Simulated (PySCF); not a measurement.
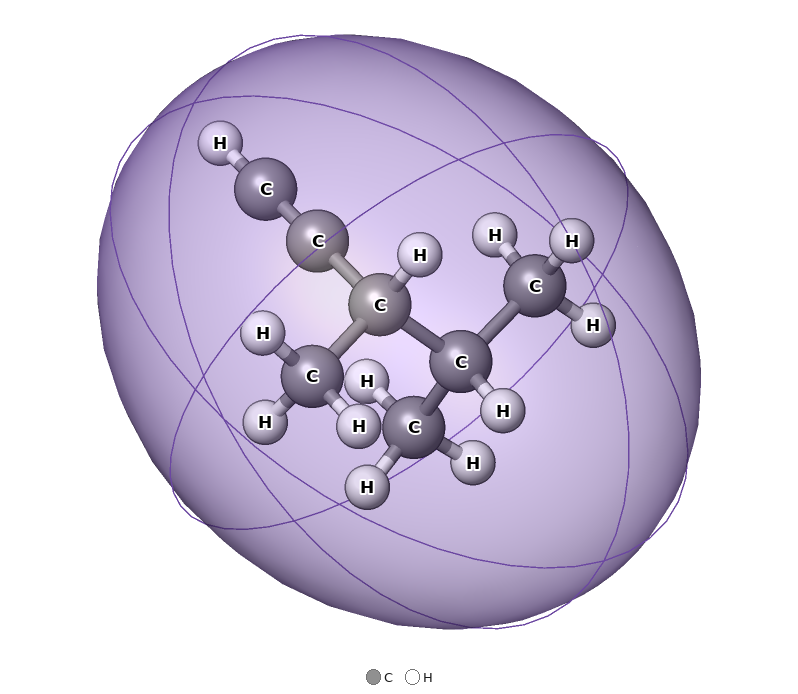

The ellipsoid shows the static dipole polarisability: its half-axes are proportional to the principal values. Computed geometry: GFN2-xTB optimisation. No frequency run is at hand to confirm it as a minimum. Method: B3LYP/def2-SVPD (PySCF 2.14.0).

> Give the principal values, the mean and the anisotropy.

Principal values 73.4, 81.2, 92.8 bohr³; mean 82.5 bohr³ (12.22 Å³); anisotropy 16.9 bohr³, so the longest axis is 1.26 times the shortest.
